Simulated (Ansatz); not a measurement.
# Lattice dynamics of RbNbS3 (model cell, started as cubic perovskite with Nb in the octahedra)

Aim: the vibrations of RbNbS3 (model cell, started as cubic perovskite with Nb in the octahedra), their spectra, and whether the structure is stable.

Main program and level: Ansatz 0.2.0; DFT PBE, scalar-relativistic, plane waves, PAW; PAW set soft_1.

The structure was built from a prototype and need not be the compound's stable phase.

### 1. The structure

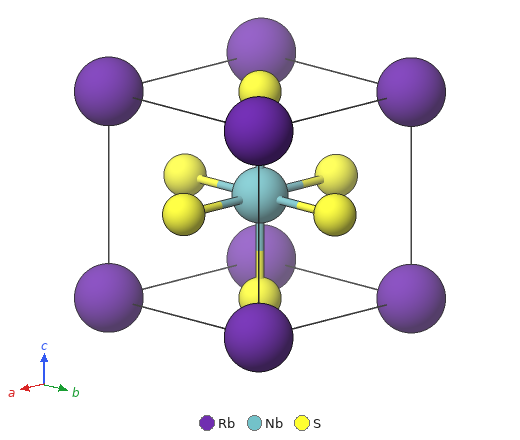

The cell as given, from a free direction (rubidium purple, niobium teal, sulfur yellow). Some periodic images of atoms are drawn too.

Structure file:

```cif
data_structure
_symmetry_space_group_name_H-M 'Pm-3m'
_symmetry_Int_Tables_number 221
_cell_length_a 4.8608
_cell_length_b 4.8608
_cell_length_c 4.8608
_cell_angle_alpha 90.000
_cell_angle_beta 90.000
_cell_angle_gamma 90.000
_cell_volume 114.85
loop_
_atom_site_label
_atom_site_type_symbol
_atom_site_symmetry_multiplicity
_atom_site_Wyckoff_symbol
_atom_site_fract_x
_atom_site_fract_y
_atom_site_fract_z
_atom_site_occupancy
Rb1 Rb 1 a 0.00000 0.00000 0.00000 1
Nb1 Nb 1 b 0.50000 0.50000 0.50000 1
S1 S 3 c 0.50000 0.50000 0.00000 1
```

### 2. Bringing the structure to rest

The cell and atoms are relaxed, since residual forces and stress would shift the frequencies.

input.yaml

```yaml
crystal:
  lattice:
    - [4.8608, 0.0, 0.0]
    - [0.0, 4.8608, 0.0]
    - [0.0, 0.0, 4.8608]
  atoms:
    - { symbol: Rb, position: [0.0, 0.0, 0.0] }
    - { symbol: Nb, position: [0.5, 0.5, 0.5] }
    - { symbol: S, position: [0.5, 0.5, 0.0] }
    - { symbol: S, position: [0.5, 0.0, 0.5] }
    - { symbol: S, position: [0.0, 0.5, 0.5] }
kpoints:
  mp_grid: { grid: [8, 8, 8] }
hamiltonian:
  xc: pbe
  pseudopotentials: { kind: paw, azcp: { folder: soft_1 } }
scf:
  occupations: { method: gaussian, width: 0.1 }
output:
  forces: true
  stress: true
  eigenvalues: true
relax:
  adjacent_minimum: "off"
  f_tol: 0.005
  max_steps: 80
  cell: { stress_tol: 0.05 }
```

Launch:

```sh
> ansatz run input.yaml --threads 4 --pin off --max-ram 16384MiB --backend cpu --events-out ev --progress --plain --runs-dir out
```

Numbers of over 12 decimals in the logs are rounded to 6 here.

Output:

```text
Engine: ansatz 0.2.0, aarch64-unknown-linux-gnu
Pseudopotentials: kind: paw
Pseudopotential: Rb, paw, valence charge 9, recommended cutoff 420 eV (normal), soft_1/Rb.paw.azcp
Pseudopotential: Nb, paw, valence charge 13, recommended cutoff 420 eV (normal), soft_1/Nb.paw.azcp
Pseudopotential: S, paw, valence charge 6, recommended cutoff 420 eV (normal), soft_1/S.paw.azcp
Functional definition: PBE
  parameter kappa = 0.804
  parameter beta = 0.066725
  exchange = pbe_x(kappa = kappa, mu = beta*pi^2/3)
  correlation = pbe_c(beta = beta)
Crystal: 5 atoms, lattice volume = 114.848 Å³
Basis set: ecut = 420 eV, 2205 PW (Γ), exchange–correlation on 72×72×72 points (8 copies of the dense FFT grid, shifted against one another)
Bands: 25, of which v1, the nominal top of the filled ones, is band 20 counted from 1 (19 counted from 0)
Symmetry: 48 space group operations
Space group: Pm-3m (ITA 221), of the structure as read, at distance tolerance 4.9e-5 Å
k-points: 35 of 512
Non-local potential: Rb, projectors of the file, l = 0: 3, l = 1: 2, l = 2: 2
Non-local potential: Nb, projectors of the file, l = 0: 3, l = 1: 2, l = 2: 2, l = 3: 1
Non-local potential: S, projectors of the file, l = 0: 2, l = 1: 2, l = 2: 1
PAW form: soft (Blöchl's): semilocal exchange-correlation on the pseudo side does not see the compensation charge
PAW one-centre angular grid: Rb, 110 points (default); XC on 64 Gauss nodes
PAW one-centre angular grid: Nb, 590 points (default); XC on 64 Gauss nodes
PAW one-centre angular grid: S, 110 points (default); XC on 64 Gauss nodes
Initial density: superposition of atomic densities (chi_scale 0.1, normalization cell, long waves kept (reshape's long-wave potential 0.00 eV rms))
Initial wavefunctions: pseudopotential atomic-orbital guess
Functional: x = pbe(κ = 0.804, μ = 0.219515), c = pbe(β = 0.066725)
SCF iter   1: F=—  HF=-10532.440817 eV  |F-HF|=—  |Δ(HF+E_count)|=         —  Δρ=5.72e-2  dr2=8.07e0  ethr=3.10e-3  ⟨swp⟩=6.8  Hψ=4698  notcnv=0
preconditioner: auto → Resta (q_TF=auto, 2.288 Å⁻¹)  ε∞=4.9  [insulator: Δε(μ)=0.484 eV  Ē_g=9.631 eV  σ=0.100 eV  W_gap=1.00  n_scr=26 (ndim 8)  ℏωp=19.0 eV  f_vac=0.000  D(μ)=0.00/eV (n_scr^D=0)  ε∞_Penn≈4.9]
SCF iter   2: F=—  HF=-10530.908450 eV  |F-HF|=—  |Δ(HF+E_count)|=    1.53e0  Δρ=2.66e-2  dr2=1.25e0  ethr=3.10e-3  ⟨swp⟩=3.0  Hψ=2149  notcnv=0  defer=30
preconditioner: auto → Kerker (q_TF=auto, 2.288 Å⁻¹)  [metal: Δε(μ)=0.036 eV  Ē_g=8.391 eV  σ=0.100 eV  W_gap=0.20  n_scr=26 (ndim 8)  ℏωp=19.0 eV  f_vac=0.000  D(μ)=4.98/eV (n_scr^D=32)]
SCF iter   3: F=—  HF=-10530.739621 eV  |F-HF|=—  |Δ(HF+E_count)|=   1.69e-1  Δρ=1.34e-2  dr2=2.80e-1  ethr=3.10e-3  ⟨swp⟩=2.1  Hψ=1229  notcnv=0  defer=30
SCF iter   4: F=—  HF=-10530.676556 eV  |F-HF|=—  |Δ(HF+E_count)|=   6.31e-2  Δρ=8.10e-3  dr2=1.69e-1  ethr=7.00e-4  ⟨swp⟩=2.4  Hψ=1669  notcnv=0  defer=25
SCF iter   5: F=—  HF=-10530.653526 eV  |F-HF|=—  |Δ(HF+E_count)|=   2.30e-2  Δρ=2.07e-3  dr2=1.35e-2  ethr=4.22e-4  ⟨swp⟩=2.1  Hψ=1307  notcnv=0  defer=24
SCF iter   6: F=—  HF=-10530.652378 eV  |F-HF|=—  |Δ(HF+E_count)|=   1.15e-3  Δρ=1.35e-3  dr2=5.36e-3  ethr=3.38e-5  ⟨swp⟩=2.0  Hψ=1210  notcnv=0  defer=22
SCF iter   7: F=—  HF=-10530.651682 eV  |F-HF|=—  |Δ(HF+E_count)|=   6.96e-4  Δρ=4.84e-4  dr2=6.80e-4  ethr=1.34e-5  ⟨swp⟩=1.0  Hψ=853  notcnv=0  defer=22
SCF iter   8: F=—  HF=-10530.651588 eV  |F-HF|=—  |Δ(HF+E_count)|=   9.39e-5  Δρ=3.68e-5  dr2=3.92e-6  ethr=1.70e-6  ⟨swp⟩=2.0  Hψ=958  notcnv=0  defer=22
SCF iter   9: F=—  HF=-10530.651591 eV  |F-HF|=—  |Δ(HF+E_count)|=   2.60e-6  Δρ=1.93e-5  dr2=7.69e-7  ethr=9.80e-9  ⟨swp⟩=2.9  Hψ=1599  notcnv=0  defer=22
SCF iter  10: F=-10530.651591 eV  HF=-10530.651591 eV  |F-HF|=8.03e-9  |Δ(HF+E_count)|=  5.18e-10  Δρ=3.10e-6  dr2=1.64e-8  ethr=2.50e-10  ⟨swp⟩=9.1  Hψ=4712  notcnv=0
SCF 1 converged in 10 iterations: F = -10530.651591 eV  dr2 = 1.64e-8
  greatest PAW one-centre occupation: 0.998 electrons in one spin orbital (limit 2), on the Nb atom at site 1 (counted from 0), in its partial waves of l = 0
relax step   1: F+E_penalty+E_count = -10530.65159061 eV  Δ(F+E_penalty+E_count) = +0.000e0 eV  max|allowed force component| = 1.595e-29 eV/Å  Δτ_max = 0.0000 Å  P = +2.005 GPa  Ω = 114.848 Å³  (10 SCF iters, dr2 threshold 1.00e-7 eV, accepted)
Crystal: 5 atoms, lattice volume = 118.185 Å³
Basis set: ecut = 420 eV, 2325 PW (Γ), exchange–correlation on 72×72×72 points (8 copies of the dense FFT grid, shifted against one another)
Initial density: handed on by an earlier stage of this run
Initial wavefunctions: those handed on with the density
iter 1 solved again at ethr=4.30e-6 eV; its pass at ethr=3.10e-3 eV (dr2=1.72e-3 eV) is discarded
SCF iter   1: F=—  HF=-10530.669304 eV  |F-HF|=—  |Δ(HF+E_count)|=         —  Δρ=1.22e-3  dr2=1.56e-3  ethr=4.30e-6  ⟨swp⟩=2.1  Hψ=5387  notcnv=0
preconditioner: auto → Kerker (q_TF=auto, 2.278 Å⁻¹)  [metal: Δε(μ)=0.088 eV  Ē_g=8.220 eV  σ=0.100 eV  W_gap=0.46  n_scr=26 (ndim 8)  ℏωp=18.7 eV  f_vac=0.008  D(μ)=1.98/eV (n_scr^D=6)]
SCF iter   2: F=—  HF=-10530.669045 eV  |F-HF|=—  |Δ(HF+E_count)|=   2.59e-4  Δρ=7.10e-4  dr2=5.57e-4  ethr=3.89e-6  ⟨swp⟩=1.0  Hψ=875  notcnv=0
SCF iter   3: F=—  HF=-10530.668966 eV  |F-HF|=—  |Δ(HF+E_count)|=   7.85e-5  Δρ=1.60e-4  dr2=4.32e-5  ethr=1.39e-6  ⟨swp⟩=2.2  Hψ=1381  notcnv=0
SCF iter   4: F=—  HF=-10530.668987 eV  |F-HF|=—  |Δ(HF+E_count)|=   2.12e-5  Δρ=4.61e-5  dr2=4.81e-6  ethr=1.08e-7  ⟨swp⟩=2.6  Hψ=1427  notcnv=0
SCF iter   5: F=—  HF=-10530.668989 eV  |F-HF|=—  |Δ(HF+E_count)|=   1.98e-6  Δρ=1.51e-5  dr2=6.02e-7  ethr=1.20e-8  ⟨swp⟩=2.0  Hψ=1391  notcnv=0
SCF iter   6: F=-10530.668990 eV  HF=-10530.668990 eV  |F-HF|=2.56e-8  |Δ(HF+E_count)|=   5.25e-7  Δρ=4.00e-6  dr2=5.83e-8  ethr=1.25e-9  ⟨swp⟩=6.7  Hψ=3720  notcnv=0
SCF 2 converged in 6 iterations: F = -10530.668990 eV  dr2 = 5.83e-8
relax step   2: F+E_penalty+E_count = -10530.66898982 eV  Δ(F+E_penalty+E_count) = -1.740e-2 eV  max|allowed force component| = 7.599e-30 eV/Å  Δτ_max = 0.0000 Å  P = -0.256 GPa  Ω = 118.185 Å³  energy of the carried Pulay correction = -2.177e-4 eV  (6 SCF iters, dr2 threshold 5.00e-7 eV, accepted)
Crystal: 5 atoms, lattice volume = 117.798 Å³
iter 1 solved again at ethr=6.64e-8 eV; its pass at ethr=3.10e-3 eV (dr2=2.65e-5 eV) is discarded
SCF iter   1: F=—  HF=-10530.669331 eV  |F-HF|=—  |Δ(HF+E_count)|=         —  Δρ=1.36e-4  dr2=1.78e-5  ethr=6.64e-8  ⟨swp⟩=3.1  Hψ=5019  notcnv=0
preconditioner: auto → Kerker (q_TF=auto, 2.279 Å⁻¹)  [metal: Δε(μ)=0.089 eV  Ē_g=8.233 eV  σ=0.100 eV  W_gap=0.46  n_scr=26 (ndim 8)  ℏωp=18.7 eV  f_vac=0.008  D(μ)=2.05/eV (n_scr^D=6)]
SCF iter   2: F=—  HF=-10530.669339 eV  |F-HF|=—  |Δ(HF+E_count)|=   7.86e-6  Δρ=7.95e-5  dr2=6.59e-6  ethr=4.45e-8  ⟨swp⟩=1.0  Hψ=875  notcnv=0
SCF iter   3: F=—  HF=-10530.669338 eV  |F-HF|=—  |Δ(HF+E_count)|=   1.11e-6  Δρ=1.69e-5  dr2=5.09e-7  ethr=1.65e-8  ⟨swp⟩=2.1  Hψ=1332  notcnv=0
iter 4 did not close the SCF: its close was put off for the readings that it lacked (scf_convergence_deferred on its scf_iter line)
SCF iter   4: F=-10530.669338 eV  HF=-10530.669338 eV  |F-HF|=1.34e-8  |Δ(HF+E_count)|=   1.69e-7  Δρ=3.41e-6  dr2=2.86e-8  ethr=1.27e-9  ⟨swp⟩=2.6  Hψ=1413  notcnv=0
iter 5 did not close the SCF: its close was put off for the readings that it lacked (scf_convergence_deferred on its scf_iter line)
SCF iter   5: F=-10530.669338 eV  HF=-10530.669338 eV  |F-HF|=5.61e-9  |Δ(HF+E_count)|=   1.80e-8  Δρ=1.45e-6  dr2=5.04e-9  ethr=7.16e-11  ⟨swp⟩=2.7  Hψ=1457  notcnv=0
SCF iter   6: F=-10530.669338 eV  HF=-10530.669338 eV  |F-HF|=5.46e-11  |Δ(HF+E_count)|=   7.40e-9  Δρ=3.15e-7  dr2=3.20e-10  ethr=1.26e-11  ⟨swp⟩=1.9  Hψ=2541  notcnv=0
SCF 3 converged in 6 iterations: F = -10530.669338 eV  dr2 = 3.20e-10
relax step   3: F+E_penalty+E_count = -10530.66933821 eV  Δ(F+E_penalty+E_count) = -3.484e-4 eV  max|allowed force component| = 3.482e-29 eV/Å  Δτ_max = 0.0000 Å  P = -0.011 GPa  Ω = 117.798 Å³  energy of the carried Pulay correction = -1.927e-4 eV  (6 SCF iters, dr2 threshold 1.63e-7 eV, accepted)
Initial wavefunctions: pseudopotential atomic-orbital guess (no wavefunctions were taken with the density)
iter 1 solved again at ethr=1.29e-6 eV; its pass at ethr=3.10e-3 eV (dr2=5.15e-4 eV) is discarded
SCF iter   1: F=—  HF=-10530.669490 eV  |F-HF|=—  |Δ(HF+E_count)|=         —  Δρ=4.35e-5  dr2=1.02e-7  ethr=1.29e-6  ⟨swp⟩=3.2  Hψ=6988  notcnv=0
eigensolver tolerance schedule: the retry pair's looser diagonalisation over-reported the residual by 5052.00 of it (diagonalisation noise at an unbounded share of the residual, at the tolerance the schedule requests for it); recorded, not acted on — ethr = c·dr2/N_el stays at c = 1.0e-1
SCF iter   2: F=—  HF=-10530.669525 eV  |F-HF|=—  |Δ(HF+E_count)|=   3.51e-5  Δρ=2.21e-5  dr2=2.66e-8  ethr=2.55e-10  ⟨swp⟩=3.6  Hψ=2152  notcnv=0
SCF iter   3: F=—  HF=-10530.669533 eV  |F-HF|=—  |Δ(HF+E_count)|=   8.27e-6  Δρ=1.54e-6  dr2=6.30e-10  ethr=6.64e-11  ⟨swp⟩=2.0  Hψ=1574  notcnv=0
SCF iter   4: F=—  HF=-10530.669533 eV  |F-HF|=—  |Δ(HF+E_count)|=   2.09e-8  Δρ=4.78e-7  dr2=2.22e-10  ethr=1.58e-12  ⟨swp⟩=2.3  Hψ=1407  notcnv=0
iter 5 did not close the SCF: its close was put off for the readings that it lacked (scf_convergence_deferred on its scf_iter line)
SCF iter   5: F=-10530.669533 eV  HF=-10530.669533 eV  |F-HF|=1.09e-11  |Δ(HF+E_count)|=  3.64e-11  Δρ=1.23e-7  dr2=2.36e-11  ethr=1.00e-12  ⟨swp⟩=1.0  Hψ=875  notcnv=0
SCF iter   6: F=-10530.669533 eV  HF=-10530.669533 eV  |F-HF|=5.46e-12  |Δ(HF+E_count)|=  1.82e-12  Δρ=1.71e-8  dr2=9.29e-13  ethr=1.00e-12  ⟨swp⟩=3.8  Hψ=3329  notcnv=0
SCF 4 converged in 6 iterations: F = -10530.669533 eV  dr2 = 9.29e-13
relax step   4: F+E_penalty+E_count = -10530.66953320 eV  Δ(F+E_penalty+E_count) = -1.950e-4 eV  max|allowed force component| = 2.403e-29 eV/Å  Δτ_max = 0.0000 Å  P = -0.011 GPa  Ω = 117.798 Å³  stress off target by 1.12e-2 GPa  SCF on the basis re-selected at this cell (its energy is not comparable with the rows above)  (6 SCF iters)
basis re-selected at this cell: Δ(F+E_penalty+E_count) = -1.950e-4 eV, ΔP = -0.000 GPa vs the last step (what re-selecting the basis moved, of the pressure what is left beyond the Pulay correction that the steps carried, after the strain that the cell walked since its last selection, with what the two solves' SCF thresholds leave and, on support functions, any second-order correction that the steps lacked; it is no m [...]
SCF converged after 6 iterations
Free energy (F): -10530.669533 eV
Harris-Foulkes:  -10530.669533 eV  (|F-HF|=5.46e-12)
Internal energy: -10530.659287 eV  (E = F + TS)
E sigma→0 (E₀):  -10530.664410 eV
Entropy (-TS):   -0.010246 eV (-2.049 meV/atom)
Fermi energy:    6.971914 eV
--- Per-component energies (eV) ---
  E_band       = -254.931709
  E_kinetic    = 868.757830
  E_local      = -2059.195443  (includes V_loc(G=0)·N_el)
  E_nonlocal   = 382.537307
  E_hartree    = 657.927146
  E_xc         = -556.496042
  E_vxc        = -577.838474  (∫ρ·V_xc dr)
  E_paw        = -7528.762988  (= ΣΔE_a)
  E_vpaw       = -185.047237  (= ΣTr[D̂ρ^β])
  E_aug_tail   = 0.000027  (compensation charges beyond the density's cutoff)
  E_ewald      = -2295.427123
  E_smearing   = -0.010246  (= −TS)
  E_closure    = 0.000000  (closes the sum)
  Σ components = -10530.669533   (vs F -10530.669533, Δ=0.00e0)
--- Forces (eV/Å), atoms counted from 1 ---
  atom   1  Rb    -0.00000000     0.00000000    -0.00000000
  atom   2  Nb    -0.00000000    -0.00000000    -0.00000000
  atom   3  S      0.00000000     0.00000000    -0.00000000
  atom   4  S      0.00000000    -0.00000000     0.00000000
  atom   5  S     -0.00000000     0.00000000     0.00000000
  max |Σ_I F_I| component: 2.71e-29 eV/Å
--- Stress (GPa, compression-positive) ---
       -0.011188       0.000000       0.000000
        0.000000      -0.011188       0.000000
        0.000000       0.000000      -0.011188
  P = ⅓ Tr σ = -0.0112 GPa (-0.112 kbar)
--- Band table (eV; the first three rows and the last of 35) ---
  k-point 0: bands = [... 16 lower, 5.8181, 6.3237, 6.3237, 6.3237, 6.5178, 6.5178, 6.5178, 8.2817, ... 1 higher]
  k-point 1: bands = [... 16 lower, 5.7343, 5.9881, 6.2763, 6.2763, 6.3321, 7.0857, 7.0857, 8.2896, ... 1 higher]
  k-point 2: bands = [... 16 lower, 5.2942, 5.5477, 6.2309, 6.2309, 6.3525, 7.8910, 7.8910, 8.3053, ... 1 higher]
  k-point 34: bands = [... 16 lower, 3.1064, 7.0810, 7.0810, 7.0810, 9.2873, 9.2873, 9.2873, 11.8765, ... 1 higher]
--- Relaxed structure (3 steps of the walk, 3 accepted, 1 SCFs on fresh bases) ---
  F+E_penalty+E_count = -10530.66953320 eV   max|allowed force component| = 2.403e-29 eV/Å   (the final SCF, on the basis selected at the relaxed cell)
  cell:  # Å, volume = 117.7980 Å³
    - [4.902068, 0, 0]
    - [0, 4.902068, 0.0]
    - [0, 0.0, 4.902068]
  atoms:
    - { symbol: Rb, position: [0, 0, 0] }
    - { symbol: Nb, position: [0.500000, 0.500000, 0.500000] }
    - { symbol: S, position: [0.500000, 0.500000, 0] }
    - { symbol: S, position: [0.500000, 0, 0.500000] }
    - { symbol: S, position: [0, 0.500000, 0.500000] }
```

It took 8.4 s on 4 threads of Arm Neoverse V2, shared host; peak memory 0.46 GiB.

Relaxation path:

| step | energy less that of the first step (eV) | largest force component (eV/Å) | pressure (GPa) | volume (Å³) |
| --- | --- | --- | --- | --- |
| 1 | 0.0000 | 0.0000 | 2.01 | 114.85 |
| 2 | -0.0174 | 0.0000 | -0.26 | 118.18 |
| 3 | -0.0177 | 0.0000 | -0.01 | 117.80 |
| 4* | -0.0179 | 0.0000 | -0.01 | 117.80 |

Relaxation steps marked * repeat the geometry before them on a plane-wave basis chosen anew for their cell, so energy and pressure can jump there.

The run keeps the 48 symmetry operations that it works with, so distortions that break them were not tested.

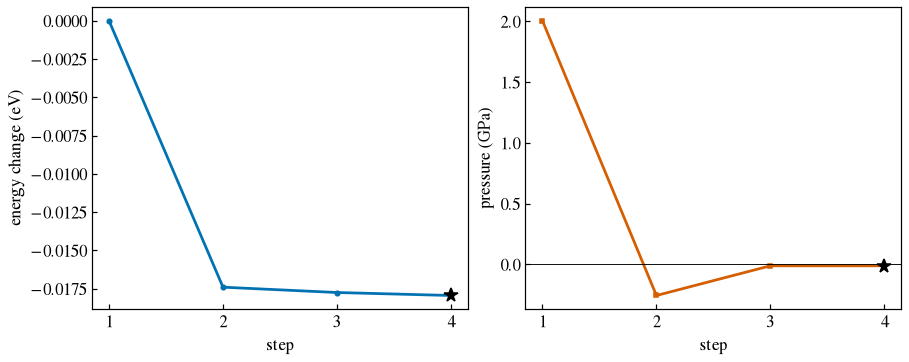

Energy and pressure along the relaxation. Stars mark steps on a basis chosen anew.

```csv
"conventional cell, symmetrised",before,after,change
a (Å),4.861,4.902,+0.8 %
b (Å),4.861,4.902,+0.8 %
c (Å),4.861,4.902,+0.8 %
volume (Å³/atom),22.97,23.56,+2.6 %
```

This step gave:

* pressure: -0.01119 GPa
* volume per atom: 23.56 Å³
* gap on the k-mesh: 0 eV

In this step the volume went from 22.97 to 23.56 Å³/atom.

### 3. Relaxing to small forces for the phonons

Phonons need a cell at rest on their own settings, so the relaxation is repeated with tight tolerances on forces and stress, using the mesh and the filling of the phonon run that follows.

input.yaml, the sections that differ from step 2:

```yaml
crystal:
  lattice:
    - [4.902068014, 0.0, 0.0]
    - [0.0, 4.902068014, 0.0]
    - [0.0, 0.0, 4.902068014]
  atoms:
    - { symbol: Rb, position: [0.0, 0.0, 0.0] }
    - { symbol: Nb, position: [0.5, 0.5, 0.5] }
    - { symbol: S, position: [0.5, 0.5, 0.0] }
    - { symbol: S, position: [0.5, 0.0, 0.5] }
    - { symbol: S, position: [0.0, 0.5, 0.5] }
scf:
  occupations: { method: methfessel_paxton, width: 0.2 }
relax:
  adjacent_minimum: "off"
  f_tol: 0.001
  max_steps: 60
  cell: { stress_tol: 0.01 }
# kpoints, hamiltonian, output: as in step 2
```

Output:

```text
[...]
Crystal: 5 atoms, lattice volume = 117.798 Å³
Basis set: ecut = 420 eV, 2325 PW (Γ), exchange–correlation on 72×72×72 points (8 copies of the dense FFT grid, shifted against one another)
Bands: 25, of which v1, the nominal top of the filled ones, is band 20 counted from 1 (19 counted from 0)
Symmetry: 48 space group operations
[...]
k-points: 35 of 512
[...]
--- Relaxed structure (2 steps of the walk, 2 accepted, 1 SCFs on fresh bases) ---
[...]
cell:  # Å, volume = 117.7687 Å³
    - [4.901662, 0, 0]
    - [0, 4.901662, 0.0]
    - [0, 0.0, 4.901662]
  atoms:
    - { symbol: Rb, position: [0, 0, 0] }
    - { symbol: Nb, position: [0.5, 0.5, 0.5] }
    - { symbol: S, position: [0.5, 0.5, 0] }
    - { symbol: S, position: [0.5, 0, 0.5] }
    - { symbol: S, position: [0, 0.5, 0.5] }
[key lines of the parts left out:]
SCF converged after 8 iterations
Free energy (F): -10530.663298 eV
Fermi energy:    6.973216 eV
P = ⅓ Tr σ = 0.0024 GPa (0.024 kbar)
```

Wall time 6.6 s (4 threads); peak memory 0.46 GiB.

Little changed from the start: no atom moved by 0.005 Å and no cell edge by 0.1 %.

This step gave:

```yaml
pressure: 0.002422 GPa
volume_per_atom: 23.55 Å³
```

The forces vanish by symmetry and the pressure is 0.002 GPa, within the tolerances set. The cell now holds 23.55 Å³/atom.

(Continued in part 2 of 2.)

[Logs are printed without paths, hosts, clocks, repeated set-up lines and the standing remarks that a program may print on its own settings, such as how far it seeks lower states.]

[Hosts, paths, dates, database ids (printed as entryN), source tags and the programs' standing remarks are cut or masked in the printed files.]
